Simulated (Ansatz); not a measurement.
# InH₂+ (singlet): correlated methods under varied settings at distance In1–H2 = 1.665 Å

Aim: run InH₂+ (singlet) at one geometry under a spread of methods and options, and see what each costs and gives.

Program: Ansatz 0.2.0, Gaussian basis. Level of theory: the settings change from run to run. These are calculated values, not measurements.

31 further runs of the same task are left out: 12 for a known fault of the program, 1 for a mislabelled method, 14 that didn't finish, 4 set aside as unsound or not needed.

### 1 The geometry

The geometry derives from a PBE0/def2-TZVP stationary point (not a proven minimum). One bond is set to the value named and the two fragments are kept rigid. No spin-orbit coupling is included. Elements past krypton take def2 core potentials.

3 atoms, charge 1, spin multiplicity 1.

Atoms are counted from 1 here; the program's logs count them from 0.

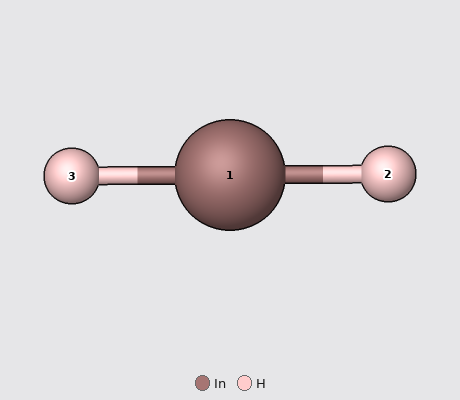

The structure; indium brown, hydrogen pink; atoms are numbered from 1 in the order of the file.

### 2 MP2 on RHF/def2-mTZVP

The input, in.yaml:

```yaml
crystal:
  periodic: [false, false, false]
  atoms:
    - {symbol: In, position_ang: [0.000000, 0.000000, 0.000000]}
    - {symbol: H, position_ang: [0.000000, 0.000000, -1.665400]}
    - {symbol: H, position_ang: [0.000000, 0.000000, 1.665400]}
basis:
  gaussian: {orbitals: def2-mTZVP}
total_charge: 1
magnetization: {spin_polarized: false}
correlation: {method: mp2, electrons: all}
output: {forces: true}
```

Command:

```console
> ansatz run in.yaml --threads 1 --pin off --events-out ev --progress --plain --max-ram 2393MiB
```

The program printed:

```text
Functional definition: HF
  name "HF"
  cite "Fock, Z. Phys. 61, 126 (1930) doi:10.1007/BF01340294"
  parent pbe
  exchange = exact_x
  correlation = 0
509 factors; integrals over basis functions are off by at most 2.0e-4 eV
mean field evaluation 1: about -5172.3632 eV, gradient 7.2e0 eV
mean field evaluation 2: about -5172.3639 eV, gradient 7.2e0 eV
mean field evaluation 4: about -5172.6550 eV, gradient 2.1e-1 eV
mean field evaluation 8: about -5172.6555 eV, gradient 1.9e-4 eV
mean field -5172.65548038 eV, -190.0915827522 hartree, gradient 8.6e-7 eV, S^2 0.000000; 0 other end points of the search recorded, 0 dependent functions left out
reference -5172.65548038 eV, -190.0915827522 hartree; 11, 11 occupied and 31, 31 virtual orbitals, 509 factors
second order -3.54142506 eV of doubles, -0.00000000 eV of singles
the calculation of the forces begins
Total energy: -5176.19690544 eV, -190.2217277225 hartree
Atom 0 at     0.000000     0.000000     0.000000 Å, force     0.000000    -0.000000     0.000000 eV/Å
Atom 1 at     0.000000     0.000000    -1.665400 Å, force    -0.000000     0.000000    -0.159273 eV/Å
Atom 2 at     0.000000     0.000000     1.665400 Å, force    -0.000000     0.000000     0.159273 eV/Å
Dipole moment:     0.000000    -0.000000    -0.000000 e Å
```

Run time: 0.69 s. Hardware: 1 thread of Arm Neoverse V2, shared host.

### 3 CASSCF(2,4)/def2-SVP

The input, in.yaml:

```yaml
crystal:
  periodic: [false, false, false]
  atoms:
    - {symbol: In, position_ang: [0.000000, 0.000000, 0.000000]}
    - {symbol: H, position_ang: [0.000000, 0.000000, -1.665400]}
    - {symbol: H, position_ang: [0.000000, 0.000000, 1.665400]}
basis:
  gaussian: {orbitals: def2-SVP, point_charges: [{charge: 1.00, position_ang: [4.242, 0.563, -0.333]}]}
total_charge: 1
correlation: {active_space: {window: {electrons: 2, orbitals: 4}}}
```

Same command.

The program printed:

```text
Functional definition: HF
  name "HF"
  cite "Fock, Z. Phys. 61, 126 (1930) doi:10.1007/BF01340294"
  parent pbe
  exchange = exact_x
  correlation = 0
441 factors; integrals over basis functions are off by at most 4.9e-4 eV
mean field evaluation 1: about -5168.9847 eV, gradient 6.8e0 eV
mean field evaluation 2: about -5168.9876 eV, gradient 6.8e0 eV
mean field evaluation 4: about -5169.2503 eV, gradient 1.9e-1 eV
mean field evaluation 8: about -5169.2504 eV, gradient 3.0e-4 eV
mean field -5169.25038929 eV, -189.9664479625 hartree, gradient 1.5e-6 eV, S^2 0.000000; 0 other end points of the search recorded, 0 dependent functions left out
reference -5169.25038929 eV, -189.9664479625 hartree; 11, 11 occupied and 25, 25 virtual orbitals, 441 factors
state -5169.92860461 eV, -189.9913719161 hartree
Total energy: -5169.92860461 eV, -189.9913719161 hartree
```

Run time: 1.1 s. Hardware: 1 thread of Arm Neoverse V2, shared host.

From the report: 16 determinants; active occupations 1.96, 0.03, 0.01, 0.01.

### 4 CCSD(T) on RHF/def2-TZVPP

The input, in.yaml:

```yaml
crystal:
  periodic: [false, false, false]
  atoms:
    - {symbol: In, position_ang: [0.000000, 0.000000, 0.000000]}
    - {symbol: H, position_ang: [0.000000, 0.000000, -1.665400]}
    - {symbol: H, position_ang: [0.000000, 0.000000, 1.665400]}
basis:
  gaussian: {orbitals: def2-TZVPP}
total_charge: 1
magnetization: {spin_polarized: false}
correlation: {method: ccsd_t, electrons: valence, diis_vectors: 2}
```

Same command.

The program printed, shortened:

```text
Functional definition: HF
  name "HF"
  cite "Fock, Z. Phys. 61, 126 (1930) doi:10.1007/BF01340294"
  parent pbe
[...]
639 factors; integrals over basis functions are off by at most 5.8e-4 eV
[...]
mean field -5172.83508184 eV, -190.0981829842 hartree, gradient 4.5e-7 eV, S^2 0.000000; 0 other end points of the search recorded, 0 dependent functions left out
4 core orbitals not correlated: weight in the atoms' cores, before any rotation towards them, 1.000 or more for the frozen orbitals, at most 0.000 for the correlated occupied ones
reference -5172.83508184 eV, -190.0981829842 hartree; 7, 7 occupied and 67, 67 virtual orbitals, 639 factors
second order -7.26864498 eV of doubles, -0.00000000 eV of singles
cycle   1  -7.22528587 eV  change    4.3e-2 eV  update   7.1e-2
[...]
cycle  11  -7.47864502 eV  change    4.9e-6 eV  update   2.9e-6
perturbative correction -0.17025586 eV, -0.0062567876 hartree
Total energy: -5180.48398273 eV, -190.3792749072 hartree
```

It took 1.8 s on 1 thread of Arm Neoverse V2, shared host.

From the report: correlation -7.6489 eV; T1 0.016; largest double amplitude 0.09.

### 5 MRCISD+Q(relaxed)(4,5)/def2-SVP

The input, in.yaml:

```yaml
crystal:
  periodic: [false, false, false]
  atoms:
    - {symbol: In, position_ang: [0.000000, 0.000000, 0.000000]}
    - {symbol: H, position_ang: [0.000000, 0.000000, -1.665400]}
    - {symbol: H, position_ang: [0.000000, 0.000000, 1.665400]}
basis:
  gaussian: {orbitals: def2-SVP}
total_charge: 1
correlation: {method: fic_mrcisd_q_relaxed, electrons: outside_noble_gas, active_space: {window: {electrons: 4, orbitals: 5}, states: [{multiplicity: 1, weights: [1, 1, 1, 1]}, {multiplicity: 3, weights: [1]}], root: 0}}
accuracy: high
```

Same command.

The program printed:

```text
Functional definition: HF
  name "HF"
  cite "Fock, Z. Phys. 61, 126 (1930) doi:10.1007/BF01340294"
  parent pbe
  exchange = exact_x
  correlation = 0
825 factors; integrals over basis functions are off by at most 2.6e-9 eV
mean field evaluation 1: about -5172.3502 eV, gradient 6.8e0 eV
mean field evaluation 2: about -5172.3540 eV, gradient 6.8e0 eV
mean field evaluation 4: about -5172.6190 eV, gradient 2.1e-1 eV
mean field evaluation 8: about -5172.6188 eV, gradient 3.4e-4 eV
mean field -5172.61878699 eV, -190.0902342948 hartree, gradient 4.2e-9 eV, S^2 0.000000; 0 other end points of the search recorded, 0 dependent functions left out
reference -5172.61878699 eV, -190.0902342948 hartree; 11, 11 occupied and 25, 25 virtual orbitals, 825 factors
state -5172.87404985 eV, -190.0996150319 hartree
state -5167.37117852 eV, -189.8973882406 hartree
state -5167.31595426 eV, -189.8953587865 hartree
state -5162.99763815 eV, -189.7366635965 hartree
contracted CI cycle   1: correlation -0.00000000 eV, -0.0000000000 hartree, residual 8.53e0 eV
contracted CI cycle   2: correlation -1.33206208 eV, -0.0489523784 hartree, residual 1.96e0 eV
contracted CI cycle   3: correlation -1.42737382 eV, -0.0524550204 hartree, residual 6.27e-1 eV
contracted CI cycle   4: correlation -1.43523559 eV, -0.0527439351 hartree, residual 1.83e-1 eV
contracted CI cycle   5: correlation -1.43600215 eV, -0.0527721057 hartree, residual 7.31e-2 eV
contracted CI cycle   6: correlation -1.43612762 eV, -0.0527767167 hartree, residual 2.83e-2 eV
contracted CI cycle   7: correlation -1.43614017 eV, -0.0527771778 hartree, residual 8.37e-3 eV
contracted CI cycle   8: correlation -1.43614138 eV, -0.0527772223 hartree, residual 1.78e-3 eV
contracted CI cycle   9: correlation -1.43614143 eV, -0.0527772242 hartree, residual 3.65e-4 eV
contracted CI cycle  10: correlation -1.43614144 eV, -0.0527772243 hartree, residual 9.11e-5 eV
contracted CI cycle  11: correlation -1.43614144 eV, -0.0527772243 hartree, residual 2.43e-5 eV
contracted CI cycle  12: correlation -1.43614144 eV, -0.0527772243 hartree, residual 9.12e-6 eV
contracted CI cycle  13: correlation -1.43614144 eV, -0.0527772243 hartree, residual 2.65e-6 eV
state -5172.87404985 eV, -190.0996150319 hartree; corrected -5174.36722505 eV, -190.1544882083 hartree
contracted CI cycle   1: correlation 0.00000000 eV, 0.0000000000 hartree, residual 5.14e0 eV
contracted CI cycle   2: correlation -0.59854201 eV, -0.0219960131 hartree, residual 1.06e0 eV
contracted CI cycle   3: correlation -0.62132437 eV, -0.0228332496 hartree, residual 2.82e-1 eV
contracted CI cycle   4: correlation -0.62305706 eV, -0.0228969245 hartree, residual 8.81e-2 eV
contracted CI cycle   5: correlation -0.62322083 eV, -0.0229029431 hartree, residual 3.94e-2 eV
contracted CI cycle   6: correlation -0.62325507 eV, -0.0229042013 hartree, residual 1.21e-2 eV
contracted CI cycle   7: correlation -0.62325791 eV, -0.0229043057 hartree, residual 3.78e-3 eV
contracted CI cycle   8: correlation -0.62325821 eV, -0.0229043168 hartree, residual 9.06e-4 eV
contracted CI cycle   9: correlation -0.62325823 eV, -0.0229043174 hartree, residual 2.21e-4 eV
contracted CI cycle  10: correlation -0.62325823 eV, -0.0229043175 hartree, residual 5.10e-5 eV
contracted CI cycle  11: correlation -0.62325823 eV, -0.0229043175 hartree, residual 1.80e-5 eV
contracted CI cycle  12: correlation -0.62325823 eV, -0.0229043175 hartree, residual 6.94e-6 eV
state -5167.37117852 eV, -189.8973882406 hartree; corrected -5168.00613224 eV, -189.9207223594 hartree
contracted CI cycle   1: correlation 0.00000000 eV, 0.0000000000 hartree, residual 5.23e0 eV
contracted CI cycle   2: correlation -0.64919648 eV, -0.0238575308 hartree, residual 1.08e0 eV
contracted CI cycle   3: correlation -0.67348672 eV, -0.0247501803 hartree, residual 2.84e-1 eV
contracted CI cycle   4: correlation -0.67532839 eV, -0.0248178606 hartree, residual 9.03e-2 eV
contracted CI cycle   5: correlation -0.67550290 eV, -0.0248242736 hartree, residual 3.84e-2 eV
contracted CI cycle   6: correlation -0.67553814 eV, -0.0248255686 hartree, residual 1.35e-2 eV
contracted CI cycle   7: correlation -0.67554166 eV, -0.0248256980 hartree, residual 4.06e-3 eV
contracted CI cycle   8: correlation -0.67554200 eV, -0.0248257108 hartree, residual 9.82e-4 eV
contracted CI cycle   9: correlation -0.67554202 eV, -0.0248257115 hartree, residual 2.34e-4 eV
contracted CI cycle  10: correlation -0.67554203 eV, -0.0248257115 hartree, residual 5.51e-5 eV
contracted CI cycle  11: correlation -0.67554203 eV, -0.0248257115 hartree, residual 1.56e-5 eV
contracted CI cycle  12: correlation -0.67554203 eV, -0.0248257115 hartree, residual 7.31e-6 eV
contracted CI cycle  13: correlation -0.67554203 eV, -0.0248257115 hartree, residual 1.85e-6 eV
state -5167.31595426 eV, -189.8953587865 hartree; corrected -5168.00643502 eV, -189.9207334863 hartree
contracted CI cycle   1: correlation -0.00000000 eV, -0.0000000000 hartree, residual 7.36e0 eV
contracted CI cycle   2: correlation -1.26280173 eV, -0.0464071076 hartree, residual 1.64e0 eV
contracted CI cycle   3: correlation -1.32449808 eV, -0.0486744065 hartree, residual 5.04e-1 eV
contracted CI cycle   4: correlation -1.33038519 eV, -0.0488907538 hartree, residual 2.20e-1 eV
contracted CI cycle   5: correlation -1.33171343 eV, -0.0489395657 hartree, residual 7.12e-2 eV
contracted CI cycle   6: correlation -1.33191490 eV, -0.0489469699 hartree, residual 2.78e-2 eV
contracted CI cycle   7: correlation -1.33193650 eV, -0.0489477635 hartree, residual 8.01e-3 eV
contracted CI cycle   8: correlation -1.33193811 eV, -0.0489478228 hartree, residual 2.62e-3 eV
contracted CI cycle   9: correlation -1.33193825 eV, -0.0489478277 hartree, residual 6.31e-4 eV
contracted CI cycle  10: correlation -1.33193825 eV, -0.0489478280 hartree, residual 1.82e-4 eV
contracted CI cycle  11: correlation -1.33193825 eV, -0.0489478280 hartree, residual 9.14e-5 eV
contracted CI cycle  12: correlation -1.33193825 eV, -0.0489478280 hartree, residual 2.33e-5 eV
contracted CI cycle  13: correlation -1.33193825 eV, -0.0489478280 hartree, residual 5.74e-6 eV
contracted CI cycle  14: correlation -1.33193825 eV, -0.0489478280 hartree, residual 1.47e-6 eV
state -5162.99763815 eV, -189.7366635965 hartree; corrected -5164.39296914 eV, -189.7879410645 hartree
state -5167.34676582 eV, -189.8964910906 hartree
contracted CI cycle   1: correlation 0.00000000 eV, 0.0000000000 hartree, residual 5.53e0 eV
contracted CI cycle   2: correlation -0.75604798 eV, -0.0277842510 hartree, residual 1.23e0 eV
contracted CI cycle   3: correlation -0.79224865 eV, -0.0291146009 hartree, residual 4.50e-1 eV
contracted CI cycle   4: correlation -0.79777613 eV, -0.0293177320 hartree, residual 1.57e-1 eV
contracted CI cycle   5: correlation -0.79841216 eV, -0.0293411057 hartree, residual 5.39e-2 eV
contracted CI cycle   6: correlation -0.79848371 eV, -0.0293437351 hartree, residual 1.60e-2 eV
contracted CI cycle   7: correlation -0.79848903 eV, -0.0293439306 hartree, residual 4.02e-3 eV
contracted CI cycle   8: correlation -0.79848945 eV, -0.0293439462 hartree, residual 1.25e-3 eV
contracted CI cycle   9: correlation -0.79848949 eV, -0.0293439476 hartree, residual 3.22e-4 eV
contracted CI cycle  10: correlation -0.79848950 eV, -0.0293439477 hartree, residual 9.72e-5 eV
contracted CI cycle  11: correlation -0.79848950 eV, -0.0293439477 hartree, residual 4.06e-5 eV
contracted CI cycle  12: correlation -0.79848950 eV, -0.0293439477 hartree, residual 1.03e-5 eV
state -5167.34676582 eV, -189.8964910906 hartree; corrected -5168.16816887 eV, -189.9266770957 hartree
Total energy: -5174.36722505 eV, -190.1544882083 hartree
```

Wall time 3 s (1 thread of Arm Neoverse V2, shared host).

From the report: 28 determinants; active occupations (of the averaged states) 1.75, 1.35, 0.40, 0.40, 0.09.

### 6 HF/def2-TZVPP

The input, in.yaml:

```yaml
crystal:
  periodic: [false, false, false]
  atoms:
    - {symbol: In, position_ang: [0.000000, 0.000000, 0.000000]}
    - {symbol: H, position_ang: [0.000000, 0.000000, -1.665400]}
    - {symbol: H, position_ang: [0.000000, 0.000000, 1.665400]}
basis:
  gaussian: {orbitals: def2-TZVPP}
total_charge: 1
magnetization: {spin_polarized: false}
hamiltonian: {xc: hf}
accuracy: high
output: {forces: true, orbitals: {seedname: orbitals}}
```

Same command.

The program printed, shortened:

```text
Functional definition: HF
  name "HF"
  cite "Fock, Z. Phys. 61, 126 (1930) doi:10.1007/BF01340294"
  parent pbe
[...]
1354 factors; integrals over basis functions are off by at most 2.9e-9 eV
[...]
mean field -5172.83508241 eV, -190.0981830049 hartree, gradient 1.9e-8 eV, S^2 0.000000; 0 other end points of the search recorded, 0 dependent functions left out
[...]
reference -5172.83508241 eV, -190.0981830049 hartree; 11, 11 occupied and 67, 67 virtual orbitals, 1354 factors
Total energy: -5172.83508241 eV, -190.0981830049 hartree
Atom 0 at     0.000000     0.000000     0.000000 Å, force     0.000000     0.000000     0.000000 eV/Å
Atom 1 at     0.000000     0.000000    -1.665400 Å, force    -0.000000    -0.000000    -0.053908 eV/Å
Atom 2 at     0.000000     0.000000     1.665400 Å, force     0.000000    -0.000000     0.053908 eV/Å
Dipole moment:    -0.000000     0.000000     0.000000 e Å
```

Wall time 2.5 s (1 thread of Arm Neoverse V2, shared host).

### 7 CCSDT(Q)/B on RHF/def2-TZVPP

The input, in.yaml:

```yaml
crystal:
  periodic: [false, false, false]
  atoms:
    - {symbol: In, position_ang: [0.000000, 0.000000, 0.000000]}
    - {symbol: H, position_ang: [0.000000, 0.000000, -1.665400]}
    - {symbol: H, position_ang: [0.000000, 0.000000, 1.665400]}
basis:
  gaussian: {orbitals: def2-TZVPP, point_charges: [{charge: 0.50, position_ang: [3.726, 0.648, -0.727]}]}
total_charge: 1
magnetization: {spin_polarized: false}
correlation: {method: ccsdt_q_b, electrons: outside_noble_gas, diis_vectors: 12}
```

Same command.

The program printed, shortened:

```text
Functional definition: HF
  name "HF"
  cite "Fock, Z. Phys. 61, 126 (1930) doi:10.1007/BF01340294"
  parent pbe
[...]
1166 factors; integrals over basis functions are off by at most 1.5e-7 eV
[...]
mean field -5170.94395426 eV, -190.0286853273 hartree, gradient 7.0e-7 eV, S^2 0.000000; 0 other end points of the search recorded, 0 dependent functions left out
9 core orbitals not correlated: weight in the atoms' cores, before any rotation towards them, 0.991 or more for the frozen orbitals, at most 0.005 for the correlated occupied ones
reference -5170.94395426 eV, -190.0286853273 hartree; 2, 2 occupied and 67, 67 virtual orbitals, 1166 factors
second order -1.50610339 eV of doubles, -0.00000000 eV of singles
cycle   1  -1.77966333 eV  change   -2.7e-1 eV  update   4.7e-2
[...]
cycle  11  -1.95140532 eV  change   -2.9e-7 eV  update   2.6e-7
perturbative correction -0.00048591 eV, -0.0000178567 hartree
Total energy: -5172.89584549 eV, -190.1004160070 hartree
```

Run time: 19 s. Hardware: 1 thread of Arm Neoverse V2, shared host; peak memory 0.37 GiB.

From the report: correlation -1.9519 eV; T1 0.011; largest double amplitude 0.09.

### 8 The runs in one table

Where basis and cores are those of an earlier FCI/def2-TZVPP run (-5174.7817 eV), and the state is the same kind, the miss against it is given.

```
                                                      level         correlated  functions  energy (eV)  from FCI (meV)    time
                                      MP2 on RHF/def2-mTZVP                all         42   -5176.1969                  0.69 s
               CASSCF(2,4)/def2-SVP (beside a point charge)                            36   -5169.9286                   1.1 s
                                  CCSD(T) on RHF/def2-TZVPP            valence         78   -5180.4840                   1.8 s
MRCISD+Q(relaxed)(4,5)/def2-SVP (lowest root of an average)  outside noble gas         36   -5174.3672                     3 s
                                              HF/def2-TZVPP                            78   -5172.8351          1946.6   2.5 s
       CCSDT(Q)/B on RHF/def2-TZVPP (beside a point charge)  outside noble gas         78   -5172.8958                    19 s
```

### 9 Outcome

```
quantity                                                       value
    runs                                                           6
quickest                               MP2 on RHF/def2-mTZVP, 0.69 s
 slowest  CCSDT(Q)/B on RHF/def2-TZVPP (beside a point charge), 19 s
```

Total energies in different bases, with other cores or another treatment of relativity can't be set against each other. CCSDT(Q)/B on RHF/def2-TZVPP (beside a point charge) took 28 times as long as MP2 on RHF/def2-mTZVP; the jobs differ in more than the method. Hartree-Fock, CASSCF and CASCI lack dynamic correlation by design.
